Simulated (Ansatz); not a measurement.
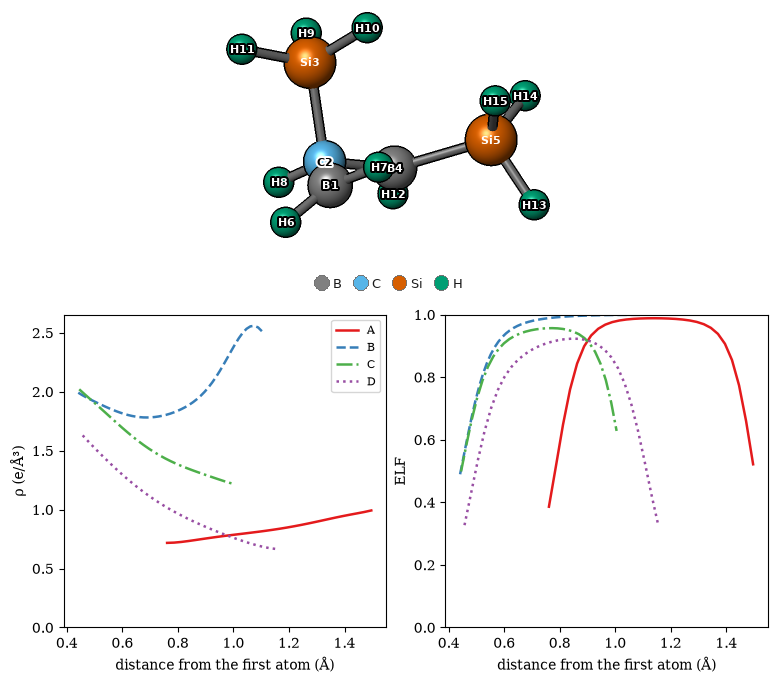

The picture shows: CH$_{10}$B$_{2}$Si$_{2}$. Electron density and electron localisation function along straight lines between neighbouring atoms. The curves leave out the atomic cores. The structure is drawn too.

These are results of RKS B3LYP-D4/def2-SVP in Ansatz 0.2.0, not measurements.

```yaml
atoms:
  - { symbol: B, position_ang: [-1.4860, -0.9710, -0.5795] }
  - { symbol: C, position_ang: [-0.4491, -0.9124, 0.5654] }
  - { symbol: Si, position_ang: [1.2094, -1.3929, -0.2824] }
  - { symbol: B, position_ang: [-0.1933, 0.5261, 1.0771] }
  - { symbol: Si, position_ang: [0.0824, 2.2051, -0.0285] }
  - { symbol: H, position_ang: [-2.3563, -1.8076, -0.5731] }
  - { symbol: H, position_ang: [-1.4403, -0.1893, -1.4979] }
  - { symbol: H, position_ang: [-0.5995, -1.6619, 1.3596] }
  - { symbol: H, position_ang: [2.3046, -1.3228, 0.7260] }
  - { symbol: H, position_ang: [1.5199, -0.4848, -1.4165] }
  - { symbol: H, position_ang: [1.1086, -2.7965, -0.7733] }
  - { symbol: H, position_ang: [-0.1614, 0.7011, 2.2754] }
  - { symbol: H, position_ang: [-1.0766, 3.1193, 0.2312] }
  - { symbol: H, position_ang: [1.3128, 2.9112, 0.4513] }
  - { symbol: H, position_ang: [0.2029, 2.0255, -1.5053] }
```

Which curve belongs to which contact (C–B, C–H, C–Si and Si–B)? The first atom named is at distance zero.

Answer. Curve A: Si–B (2.03 Å): ρ at the midpoint is about 0.79 e/Å³; the ELF peaks at about 1 between the atoms; a covalent bond. Curve B: C–H (1.10 Å): ρ at the midpoint is about 1.9 e/Å³; the ELF climbs to about 1 towards the hydrogen, as it does in any bond to H; a covalent bond by its length. Curve C: C–B (1.55 Å): ρ is about 1.4 e/Å³ halfway; the ELF peaks at about 0.95 between the atoms (localised, covalent bonding). Curve D: C–Si (1.92 Å): ρ at the midpoint is about 0.79 e/Å³; the ELF peaks at about 0.90 between the atoms (localised, covalent bonding).
